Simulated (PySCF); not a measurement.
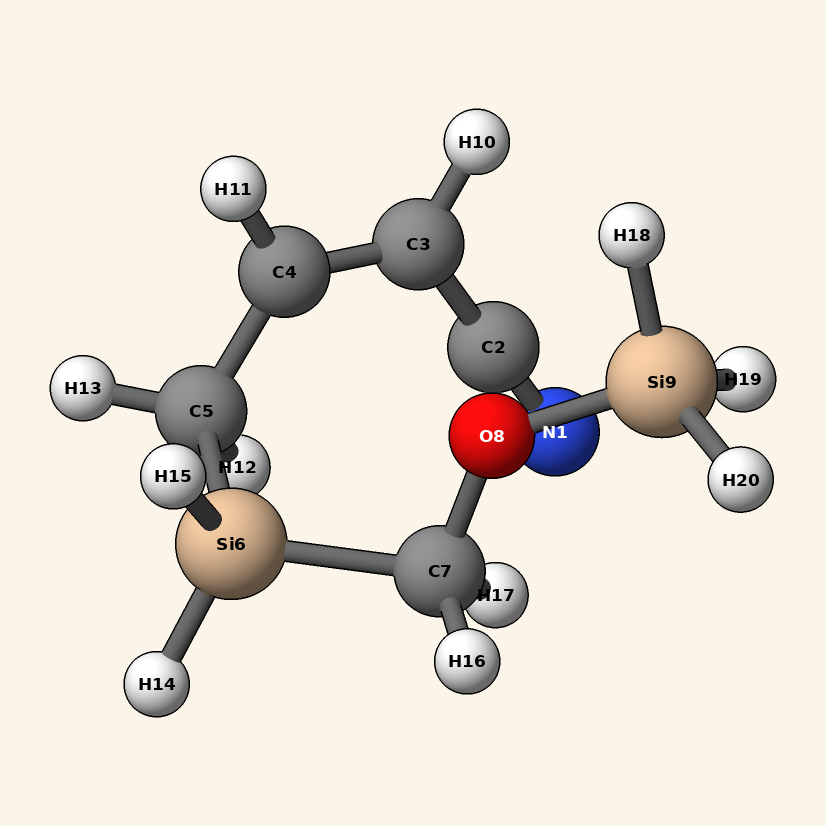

Computed geometry: GFN2-xTB optimisation. No frequency run is at hand to confirm it as a minimum. Level of theory: GIAO PBE0/pcSseg-1 NMR shielding, non-relativistic, gas phase (PySCF 2.14.0). Principal shieldings σ11 ≤ σ22 ≤ σ33, span Ω = σ33 − σ11, skew κ = 3(σiso − σ22)/Ω.

Give the shielding tensors of the O atoms.

| atom | σ11 | σ22 | σ33 | σiso | Ω | κ |
| --- | --- | --- | --- | --- | --- | --- |
| O8 | 275.2 | 352.0 | 389.0 | 338.7 | 113.8 | −0.35 |

Shieldings and span in ppm.

The geometry is semi-empirical. Around Si such bond lengths and angles can be off by a tenth of an ångström or more and by several degrees, and values that hang on the shape move with them.
